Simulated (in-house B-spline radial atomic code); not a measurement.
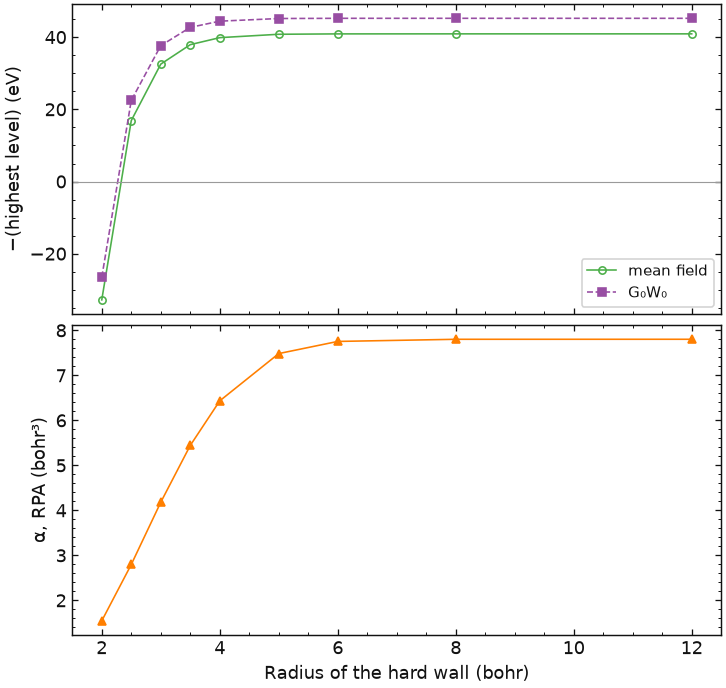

Bi³⁺ ([Xe] 4f¹⁴ 5d¹⁰ 6s²) confined in a hard spherical wall, PBE0 start. All-electron spherical atom, scalar X2C, no spin-orbit coupling, Breit or QED terms; computed with a B-spline radial code.

What does confinement do?

As the wall closes from 12 to 2 bohr, the mean-field binding energy of 6s goes from 40.93 to −32.78 eV, so the level rises above zero, and the G₀W₀ value from 45.23 (at 12 bohr) to −26.52 eV (at 2 bohr). The RPA-screened polarisability falls from 7.80 to 1.55 bohr³, and the RPA correlation energy goes from −7.17 to −7.31 hartree.

Limits of the model: relativistic terms absent here (spin-orbit coupling, Breit, QED) can be large for so heavy or highly charged an atom or ion.
